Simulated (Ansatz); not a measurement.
**Fields on a plane of FeO (rock salt)**

```xyz
2
Lattice="0.0000 2.1229 2.1229 2.1229 0.0000 2.1229 2.1229 2.1229 0.0000" Properties=species:S:1:pos:R:3 pbc="T T T"
O      0.0000     0.0000     0.0000
Fe     2.1229     2.1229     2.1229
```

The slice is a {111} plane (indices of the conventional cell) through the point (0.500, 0.500, 0.500) (fractional), spanned by u = [100] and v = [-1 2 0] in vectors of this cell: u (3.00 Å) and v (5.20 Å, at 90° to u). It covers one period; positions are fractions (u, v).

Atoms on it: Fe at (0.00, 0.00); Fe at (0.50, 0.50).

The numbers are results of PBEsol (plane waves to 420 eV, PAW, scalar-relativistic; Ansatz, an electronic-structure program), not measurements. k mesh 19×19×19. Near the nuclei the fields are pseudised (PAW); where an atom keeps semicore shells as valence, they peak there. FeO is run spin-polarised and with no Hubbard U; the real compound is an antiferromagnetic insulator, a state that this run doesn't describe. FeO was relaxed with its symmetry unable to fall. Relaxed FeO ends ferromagnetic. Other magnetic orders were not checked, so this need not be the ground state.

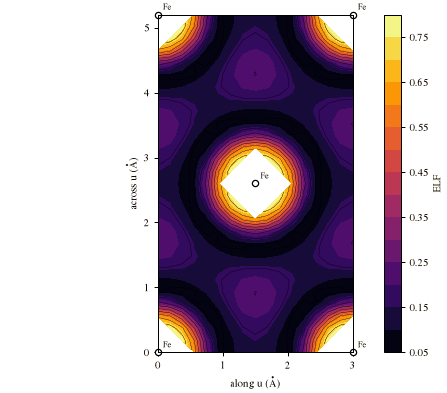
*ELF of the down spins, one period of the plane, atoms marked. Points within 0.4 Å of a nucleus are left white, as the pseudised field means little there.*

```
|xxxx@@##==..          ..==##@@xx|
|xx@@%%++--..          ..--++%%@@|
|####++==::              ::==++##|
|====--::      ......      ::--==|
|::....        ......        ....|
|                ..              |
|                                |
|..                              |
|....        ....::....        ..|
|....      ::--======--::      ..|
|        ::==++######++==::      |
|      ..--++%%@@xx@@%%++--..    |
|      ..==##@@xxxxxx@@##==..    |
|      ::==##xxxxxxxxxx##==::    |
|      ..==##@@xxxxxx@@##==..    |
|      ..--++%%@@xx@@%%++--..    |
|        ::==++######++==::      |
|....      ::--======--::      ..|
|....        ....::....        ..|
|..                              |
|                                |
|                ..              |
|::....        ......        ....|
|====--::      ......      ::--==|
|####++==::              ::==++##|
|xx@@%%++--..          ..--++%%@@|
|xxxx@@##==..          ..==##@@xx|
|xxxxxx##==::          ::==##xxxx|
```
Scale: ten equal steps from 0.08 (start of ' ') to 0.59 (end of '@'), in the order ' .:-=+*#%@'. Values: ELF of the up spins. The map has 16 points along u (two characters each, u = 0 at the left) and 28 along v (v = 0 in the bottom row). Points within 0.4 Å of a nucleus are blanked (x), as the pseudised field means little there.
